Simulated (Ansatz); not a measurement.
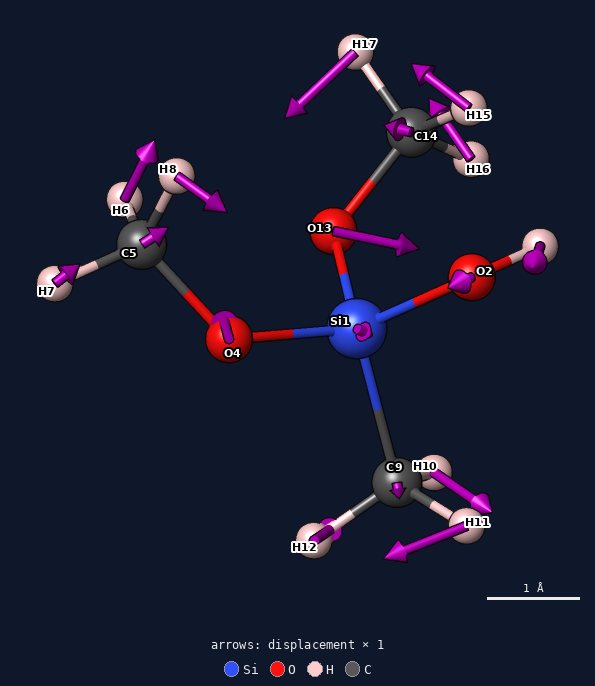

This is a relaxation of C3H10O3Si. The starting structure is drawn; purple arrows show the displacements, at their true length. The two geometries are superimposed by the best rigid fit.

Style: ball-and-stick. Shown at a tilt.

The run prepares the start of a later molecular dynamics calculation, from a guessed geometry.

Computed with RKS B3LYP-D4/6-31G (Ansatz 0.2.0).

Input
```yaml
crystal:
  periodic: [false, false, false]
  atoms:
    - { symbol: Si, position_ang: [0.0, 0.0, 0.0] }
    - { symbol: O, position_ang: [0.0, 0.0, 1.68] }
    - { symbol: H, position_ang: [-0.9095, -0.2814, 2.0171] }
    - { symbol: O, position_ang: [1.5842, 0.0, -0.5594] }
    - { symbol: C, position_ang: [2.3503, -1.1632, -0.836] }
    - { symbol: H, position_ang: [1.7187, -1.9052, -1.3675] }
    - { symbol: H, position_ang: [3.2179, -0.8926, -1.4733] }
    - { symbol: H, position_ang: [2.7141, -1.6023, 0.1163] }
    - { symbol: C, position_ang: [-0.8808, 1.5259, -0.6227] }
    - { symbol: H, position_ang: [-1.9334, 1.2723, -0.8671] }
    - { symbol: H, position_ang: [-0.8624, 2.3106, 0.1622] }
    - { symbol: H, position_ang: [-0.3704, 1.9025, -1.5336] }
    - { symbol: O, position_ang: [-0.7913, -1.3709, -0.5594] }
    - { symbol: C, position_ang: [-1.5365, -2.2685, 0.2501] }
    - { symbol: H, position_ang: [-1.2251, -2.1576, 1.3097] }
    - { symbol: H, position_ang: [-2.6187, -2.04, 0.1571] }
    - { symbol: H, position_ang: [-1.349, -3.3106, -0.083] }
basis:
  gaussian: { orbitals: "6-31G" }
hamiltonian:
  xc: b3lyp
  dispersion: d4
relax:
  f_tol: 0.02
  max_steps: 40
output:
  orbitals: {}
```

Launched with:
```bash
ansatz run input.yaml --threads 1 --pin off --max-ram 2048MiB --backend cpu --events-out ev --progress --plain --runs-dir out
```

Describe the change and its energy.

Over 17 accepted moves (20 points after the start) the energy falls by 0.566 eV. The largest force component goes from 1.8 to 0.0037 eV/Å. The line search rejected the trial steps at points 4, 12, 14 of the run. The largest move after the best rigid fit is that of H17, 1.08 Å. By element the largest moves are H 1.08 Å, O 1.00 Å, C 0.37 Å, Si 0.27 Å. Near-neighbour distances that change, for instance: O2–H3 1.010 → 0.969 Å, Si1–O13 1.679 → 1.716 Å, O13–C14 1.420 → 1.449 Å, Si1–O4 1.680 → 1.704 Å. Among the angles between lasting bonds that change: Si1–O2–H3 109.5° → 124.7°, O2–Si1–C9 109.5° → 115.2°, O2–Si1–O4 109.4° → 103.9°. Groups turn about Si1–O13 by about 90°, O13–C14 by about 80°, Si1–O4 by about 60°.

Limits of the set-up: the basis has no polarisation functions, which atoms past neon need.
